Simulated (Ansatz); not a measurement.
**A computed series for hypothetical P6_3/mmc SiS2: response to strain**

The parent structure is SiS2 in the 2H-MoS2 type structure (space group P6_3/mmc, No. 194; a hypothetical phase, not in the database extracts checked; layered, stacked along the Cartesian z axis).

SiS2 is taken in the hexagonal space group P6₃/mmc (No. 194), Pearson symbol hP6. Cell: a = 3.224 Å, b = 3.224 Å, c = 12.153 Å, α = 90.00°, β = 90.00°, γ = 120.00°. Si on 2c is coordinated by 6 S at 2.359 Å (trigonal prismatic). S on 4f is coordinated by 3 Si at 2.359 Å (trigonal pyramidal). (Neighbours: up to the widest gap in distance over summed covalent radii, below 1.35, at either atom.)

Strains are applied to the cell and any free atomic positions relax.

The values are results of Kohn–Sham DFT with the r2SCAN+rVV10 functional, run in Ansatz (a first-principles code) with PAW and 500 eV plane waves, no spin-orbit coupling, not measurements.

Notes on the quantities. pressure: mean of the normal stresses, compression positive.

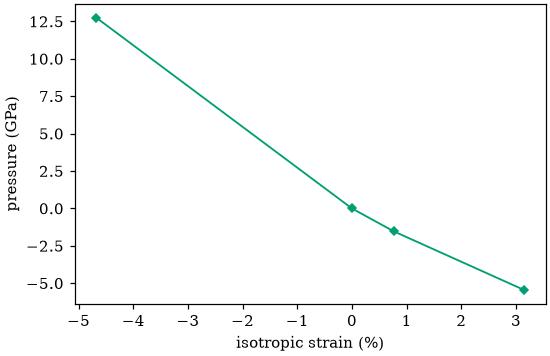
Pressure against isotropic strain

```json
[
 {"isotropic strain (%)": "-4.68", "pressure": "12.8 GPa"},
 {"isotropic strain (%)": "0.76", "pressure": "-1.5 GPa"},
 {"isotropic strain (%)": "3.15", "pressure": "-5.5 GPa"}
]
```

No phonon test of stability was made. The final runs are not spin-polarised.
